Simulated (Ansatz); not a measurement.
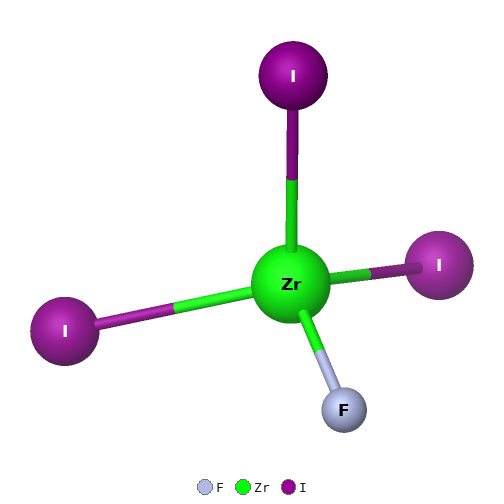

A metal compound. Charge 0, singlet. The geometry was computed by an optimisation with PBE0-D4/def2-TZVP.

### Describe the coordination sphere.

Zr binds 4 atoms: 1 F at 1.87 Å, 3 I at 2.69 Å. The arrangement is tetrahedral.

### What are the formal oxidation state of the metal and its number of d electrons?

Zr(IV), d⁰, counting the ligands as closed-shell ions or neutral donors.
